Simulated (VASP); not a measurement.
Band structure of PtS. Calculation: PBE GGA, VASP's PBE PAW potentials (set 64) (plane waves; VASP).

The cell holds a wide vacuum, so values per volume refer to the whole cell. Unless said otherwise, spin-orbit coupling is left out, though it shifts the bands of the heavy elements here.

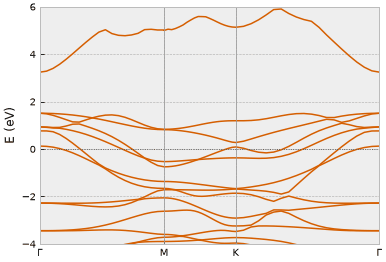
Bands along high-symmetry lines, zero at the valence-band maximum or, without a gap, the Fermi level

Read the plot: is there a gap, and where are the band edges?

It has no gap at this level: it comes out as a metal or semimetal.

The cell is a sheet with vacuum, built from a generated structure.
